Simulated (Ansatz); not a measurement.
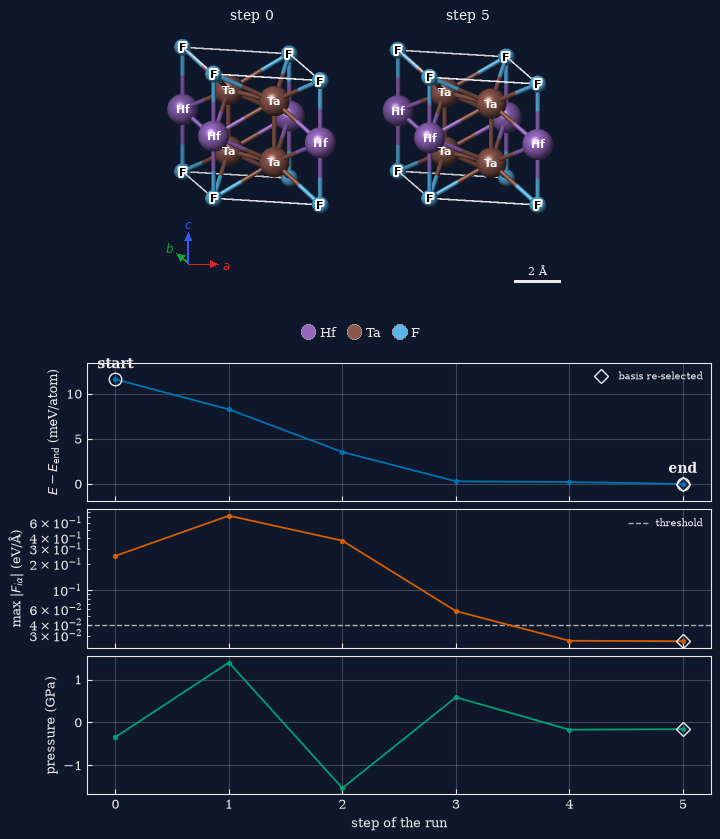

First and last geometry of a relaxation of solid HfTa$_{4}$F (a generated structure, set up in P6/mmm) (coarse preliminary run), with the history of the run. The picture is a ball-and-stick view of the cell of the calculation, seen slightly off an axis.

The calculation used Ansatz 0.2.0, DFT PBE, scalar-relativistic, plane waves, PAW. Set-up: plane-wave cutoff 420 eV; k-point mesh 6 × 6 × 4; occupations gaussian; smearing width 0.1 eV; no spin polarisation; cell and atoms relaxed; force threshold 0.04 eV/Å; at most 70 steps.

Q: Did the run converge, and what did it change?

A: It converged. The energy falls by 11.6 meV per atom in 4 accepted moves (5 points after the start). The largest force component goes from 0.25 to 0.026 eV/Å. The pressure goes from −0.34 to −0.16 GPa. At 1 point the geometry stayed and the basis and grid were re-selected for the new cell (energy shift of 0.2 meV per atom at most each time). The largest moves relative to the cell, 0.009 Å, are those of Ta atoms. F and Hf stay in place. The volume changes by +0.1 %, with a = b 4.782 → 4.851 Å (+1.4 %), c 5.595 → 5.445 Å (−2.7 %). Some distances before and after: Ta–Ta 2.751 → 2.660 Å, F–Hf 2.797 → 2.723 Å, Ta–Ta 2.843 → 2.785 Å, Ta–Ta 2.761 → 2.801 Å. The space group stays P6/mmm (No. 191).
